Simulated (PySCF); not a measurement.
# C₂H₈BrPSi₂: electronic excitations at several levels of theory, part 2 of 2

PySCF 2.14.0. Atoms count from 0. Earlier steps stand in the parts before.

## 6. Ultraviolet spectrum: PBE0/6-31G*

What the job is given:

```
{"job": {"kind": "uv", "xc": "PBE0", "basis": "6-31G*"}, "charge": 0, "multiplicity": 1}
Br     3.912471    -2.657543    -0.568738
Si     2.141005    -1.688042     0.384298
C      0.562115    -2.427449    -0.352570
C     -0.596064    -1.429997    -0.232159
Si    -0.018050     0.253345    -0.890347
P      2.083425     0.539717    -0.056858
H      2.260589    -1.917189     1.853814
H      0.783212    -2.639884    -1.413470
H      0.340086    -3.399546     0.118561
H     -1.494066    -1.780300    -0.768653
H     -0.893321    -1.298087     0.823194
H      0.084710     0.209546    -2.381195
H     -0.903785     1.387628    -0.490430
H      1.593911     0.829312     1.257378
```

Level: TDDFT PBE0/6-31G*, vertical, gas phase, core orbitals frozen in the response.

Output:

```text
coarse grid: 56704 points
cycle   1  E = -3574.4276660723  dE = -6.568e-01  |g| = 3.631e-01  |ddm| = 3.413e+00
cycle   2  E = -3574.4194327911  dE =  8.233e-03  |g| = 4.027e-01  |ddm| = 9.396e-01
cycle   3  E = -3574.4665698823  dE = -4.714e-02  |g| = 4.271e-02  |ddm| = 5.029e-01
cycle   4  E = -3574.4669759174  dE = -4.060e-04  |g| = 1.549e-02  |ddm| = 7.847e-02
cycle   5  E = -3574.4670582699  dE = -8.235e-05  |g| = 5.563e-03  |ddm| = 3.363e-02
cycle   6  E = -3574.4670663901  dE = -8.120e-06  |g| = 9.205e-04  |ddm| = 8.158e-03
final grid: 114248 points
cycle   7  E = -3574.4670661325  dE =  9.789e-08  |g| = 1.128e-03  |ddm| = 3.434e-03
cycle   8  E = -3574.4670658462  dE =  2.863e-07  |g| = 1.465e-03  |ddm| = 3.894e-03
cycle   9  E = -3574.4670665739  dE = -7.277e-07  |g| = 8.989e-05  |ddm| = 2.199e-03
cycle  10  E = -3574.4670665763  dE = -2.407e-09  |g| = 9.315e-06  |ddm| = 1.336e-04
cycle  11  E = -3574.4670665764  dE = -2.547e-11  |g| = 3.730e-06  |ddm| = 1.736e-05
converged SCF energy = -3574.4670665764

Static polarisability (au): isotropic 105.219, principal 86.086 99.872 129.699

Singlet excitations
state   eV       nm        f      main configurations
  1   5.9990    206.7   0.00618   H->L 0.93
  2   6.2958    196.9   0.00252   H->L+1 0.73, H-1->L 0.18
  3   6.4929    191.0   0.02866   H-1->L 0.65, H->L+1 0.12
  4   6.5998    187.9   0.01601   H-2->L 0.81, H-2->L+1 0.08
  5   6.7039    184.9   0.00486   H-1->L+1 0.57, H->L+2 0.34
  6   7.0398    176.1   0.06729   H->L+3 0.50, H->L+2 0.23, H-1->L+1 0.19
  7   7.0851    175.0   0.00974   H-2->L+1 0.78, H-2->L 0.11
  8   7.1661    173.0   0.15322   H->L+3 0.39, H->L+2 0.19, H-1->L+1 0.15
  9   7.4047    167.4   0.01497   H-1->L+2 0.64, H->L+4 0.21
 10   7.4983    165.3   0.01368   H-3->L 0.52, H-2->L+2 0.30

Triplet excitations (Tamm-Dancoff, eV): 5.4441 5.7594 5.8571 6.0774
```

Run time: 20 s. Hardware: 1 thread, shared host.

This run: HOMO -7.47 eV, LUMO -0.23 eV; lowest singlet 6.00 eV.

## 7. TDDFT and polarisability: PBE0/def2-SVP

Settings changed since step 6:

```diff
@@ -1,2 +1,2 @@
-{"job": {"kind": "uv", "xc": "PBE0", "basis": "6-31G*"}, "charge": 0, "multiplicity": 1}
+{"job": {"kind": "uv", "xc": "PBE0", "basis": "def2-SVP"}, "charge": 0, "multiplicity": 1}
 Br     3.912471    -2.657543    -0.568738
```

Level: TDDFT PBE0/def2-SVP, vertical, gas phase, core orbitals frozen in the response.

Output:

```text
coarse grid: 56704 points
cycle   1  E = -3574.1428642359  dE = -7.223e-01  |g| = 3.416e-01  |ddm| = 3.698e+00
cycle   2  E = -3574.1350215752  dE =  7.843e-03  |g| = 3.797e-01  |ddm| = 8.930e-01
cycle   3  E = -3574.1765138882  dE = -4.149e-02  |g| = 4.211e-02  |ddm| = 4.795e-01
cycle   4  E = -3574.1769133856  dE = -3.995e-04  |g| = 1.535e-02  |ddm| = 7.662e-02
cycle   5  E = -3574.1769919854  dE = -7.860e-05  |g| = 5.129e-03  |ddm| = 3.331e-02
cycle   6  E = -3574.1769992552  dE = -7.270e-06  |g| = 1.047e-03  |ddm| = 7.851e-03
final grid: 114248 points
cycle   7  E = -3574.1769653696  dE =  2.086e-07  |g| = 1.364e-03  |ddm| = 4.085e-03
cycle   8  E = -3574.1769648456  dE =  5.240e-07  |g| = 1.871e-03  |ddm| = 4.521e-03
cycle   9  E = -3574.1769659879  dE = -1.142e-06  |g| = 9.498e-05  |ddm| = 2.615e-03
cycle  10  E = -3574.1769659908  dE = -2.872e-09  |g| = 1.096e-05  |ddm| = 1.503e-04
cycle  11  E = -3574.1769659909  dE = -4.547e-11  |g| = 3.552e-06  |ddm| = 1.836e-05
converged SCF energy = -3574.1769659909

Static polarisability (au): isotropic 106.594, principal 89.515 99.796 130.471

Singlet excitations
state   eV       nm        f      main configurations
  1   5.9477    208.5   0.00241   H->L 0.95
  2   6.3336    195.8   0.00076   H->L+1 0.84, H-1->L 0.09
  3   6.5751    188.6   0.03295   H-1->L 0.75, H->L+2 0.09, H->L+1 0.09
  4   6.6410    186.7   0.00447   H-1->L+1 0.89
  5   6.7083    184.8   0.01243   H-2->L 0.48, H-2->L+1 0.45
  6   6.9156    179.3   0.00532   H-2->L+1 0.48, H-2->L 0.45
  7   7.1793    172.7   0.03192   H->L+2 0.54, H->L+3 0.27
  8   7.2737    170.5   0.06176   H->L+3 0.61, H->L+2 0.18
  9   7.5577    164.1   0.00418   H-3->L 0.43, H->L+4 0.28, H-1->L+2 0.13
 10   7.6021    163.1   0.02781   H-3->L 0.39, H-1->L+2 0.23, H->L+4 0.15

Triplet excitations (Tamm-Dancoff, eV): 5.4311 5.8974 5.9269 6.1600
```

Wall time 26 s (1 thread, shared host).

Key values: HOMO -7.52 eV, LUMO -0.21 eV; lowest singlet 5.95 eV.

## 8. Excited states and response: PBE0/def2-TZVP

Settings changed since step 7:

```diff
@@ -1,2 +1,2 @@
-{"job": {"kind": "uv", "xc": "PBE0", "basis": "def2-SVP"}, "charge": 0, "multiplicity": 1}
+{"job": {"kind": "uv", "xc": "PBE0", "basis": "def2-TZVP"}, "charge": 0, "multiplicity": 1}
 Br     3.912471    -2.657543    -0.568738
```

Method: TDDFT PBE0/def2-TZVP, vertical, gas phase, core orbitals frozen in the response.

Output:

```text
coarse grid: 56704 points
cycle   1  E = -3574.8568002680  dE = -6.917e-01  |g| = 4.465e-01  |ddm| = 2.902e+00
cycle   2  E = -3574.8467895747  dE =  1.001e-02  |g| = 4.445e-01  |ddm| = 6.630e-01
cycle   3  E = -3574.8928824900  dE = -4.609e-02  |g| = 8.804e-02  |ddm| = 3.863e-01
cycle   4  E = -3574.8947365865  dE = -1.854e-03  |g| = 1.866e-02  |ddm| = 8.125e-02
cycle   5  E = -3574.8948168057  dE = -8.022e-05  |g| = 8.712e-03  |ddm| = 2.542e-02
cycle   6  E = -3574.8948385893  dE = -2.178e-05  |g| = 1.596e-03  |ddm| = 9.557e-03
cycle   7  E = -3574.8948391972  dE = -6.079e-07  |g| = 4.735e-04  |ddm| = 1.688e-03
final grid: 114248 points
cycle   8  E = -3574.8948627711  dE = -4.054e-08  |g| = 6.593e-04  |ddm| = 4.641e-03
cycle   9  E = -3574.8948626616  dE =  1.096e-07  |g| = 9.024e-04  |ddm| = 1.540e-03
cycle  10  E = -3574.8948629044  dE = -2.428e-07  |g| = 5.141e-05  |ddm| = 8.373e-04
cycle  11  E = -3574.8948629052  dE = -8.313e-10  |g| = 9.921e-06  |ddm| = 6.357e-05
converged SCF energy = -3574.8948629052

Static polarisability (au): isotropic 119.884, principal 99.335 115.530 144.788

Singlet excitations
state   eV       nm        f      main configurations
  1   5.6840    218.1   0.00321   H->L 0.94
  2   6.1356    202.1   0.00061   H->L+1 0.79, H-1->L 0.13
  3   6.3076    196.6   0.01318   H-1->L 0.64, H->L+2 0.18, H->L+1 0.10
  4   6.4492    192.2   0.01898   H-1->L+1 0.88
  5   6.5477    189.4   0.01056   H-2->L 0.69, H-2->L+1 0.23
  6   6.7219    184.4   0.00909   H-2->L+1 0.68, H-2->L 0.23
  7   6.7807    182.8   0.06176   H->L+2 0.63, H->L+3 0.13, H-1->L 0.09
  8   6.9114    179.4   0.08704   H->L+3 0.75
  9   7.1330    173.8   0.00859   H-1->L+2 0.48, H->L+4 0.41
 10   7.2830    170.2   0.01656   H-3->L 0.66, H-2->L+2 0.11

Triplet excitations (Tamm-Dancoff, eV): 5.1735 5.5932 5.6720 5.8318
```

It took 58 s on 1 thread, shared host.

In short: HOMO -7.54 eV, LUMO -0.47 eV; lowest singlet 5.68 eV.

## 9. Run by run: electronic excitations

Excitations and ground-state properties, with basis size and wall time:

| run | lowest singlet (eV) | brightest (eV) | f | gap (eV) | α (Å³) | μ (D) | functions | time |
| --- | --- | --- | --- | --- | --- | --- | --- | --- |
| CAM-B3LYP/def2-SVPD | 5.87 | 7.59 | 0.190 | 9.18 | 18.17 | 2.81 | 217 | 4 min |
| wB97X-D/def2-SVPD | 5.90 | 7.66 | 0.186 | 10.47 | 18.18 | 2.88 | 217 | 3.5 min |
| LC-wPBE/def2-SVPD | 6.15 | 8.07 | 0.190 | 11.56 | 17.74 | 2.94 | 217 | 4.9 min |
| PBE0/6-31G* | 6.00 | 7.17 | 0.153 | 7.24 | 15.59 | 3.32 | 130 | 20 s |
| PBE0/def2-SVP | 5.95 | 7.27 | 0.062 | 7.31 | 15.80 | 2.92 | 154 | 26 s |
| PBE0/def2-TZVP | 5.68 | 6.91 | 0.087 | 7.06 | 17.77 | 2.74 | 269 | 58 s |

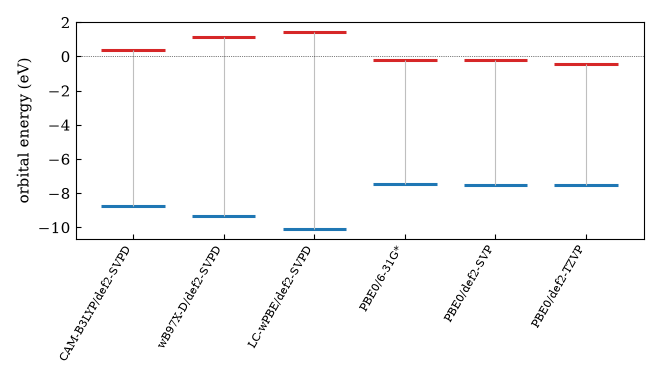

HOMO (blue) and LUMO (red) run by run.

## 10. Outcome

This closing draws on all 2 parts.

| quantity | value |
| --- | --- |
| point group | C1 |
| rotational constants (main isotopes) | 2.40, 0.66, 0.57 GHz |
| lowest singlet (CAM-B3LYP/def2-SVPD) | 5.87 eV (211 nm), f = 0.004 |
| brightest single state of those computed | state 10, 7.59 eV, f = 0.190 |
| lowest triplet | 5.35 eV |
| vertical ionisation energy (ΔSCF) | 9.40 eV |
| range of the lowest singlet | 5.68 to 6.15 eV |

**Reading.** Single values in the summary come from the first run of each kind that ended normally (CAM-B3LYP/def2-SVPD), which need not be the best level. Relaxing lowered the energy by 0.127 eV in 8 steps; the close pair that moved most is P5–H13, from 1.381 to 1.432 Å. The lowest singlet, at 5.87 eV, is HOMO→LUMO 0.78, HOMO→LUMO+1 0.09 and is weak; of the 10 states computed, the strongest absorption comes from state 10 at 7.59 eV (the last computed, so partners may be missing). The lowest triplet lies 0.51 eV below the lowest singlet (triplets in Tamm-Dancoff, singlets in full TDDFT). ΔSCF puts the ionisation energy at 9.40 eV, 0.62 eV above −ε(HOMO). The lowest singlet runs from 5.68 eV (PBE0/def2-TZVP) to 6.15 eV (LC-wPBE/def2-SVPD), while the orbital gap spans 7.06 to 11.56 eV. The lowest state need not be the same one in every run.
